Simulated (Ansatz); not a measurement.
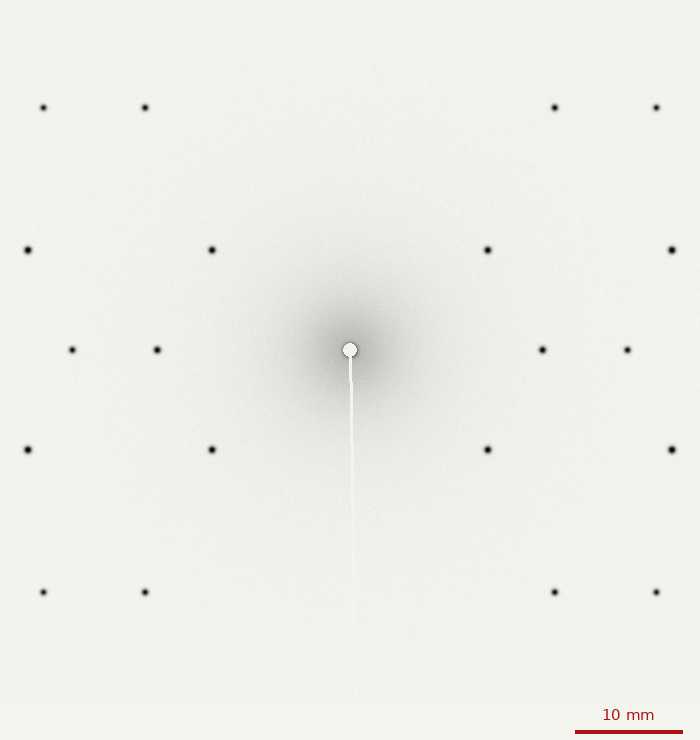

Simulated X-ray rotation photograph: Cu Kα radiation (λ = 1.5418 Å), cylindrical film of radius 28.65 mm unrolled, rotation axis vertical and normal to the beam, kinematic intensities without Lorentz or polarisation factors, the film spanning ±63° about the beam; spots down to d = 1.43 Å.

Q: Measure the layer lines and find the identity period along the axis.

A: The first layer line lies 9.4 mm from the equator, so tan ν = 0.328, sin ν = 0.311 and the period is λ/sin ν = 4.95 Å. Further lines follow at 22.8 mm.

The crystal is Pb, space group Fm-3m (No. 225), a = 4.950 Å. Structure: the input geometry of an electronic-structure calculation (not necessarily at equilibrium).

Q: About which axis was it rotated?

A: About [001] (or an equivalent direction), whose length in the conventional cell is 4.950 Å.
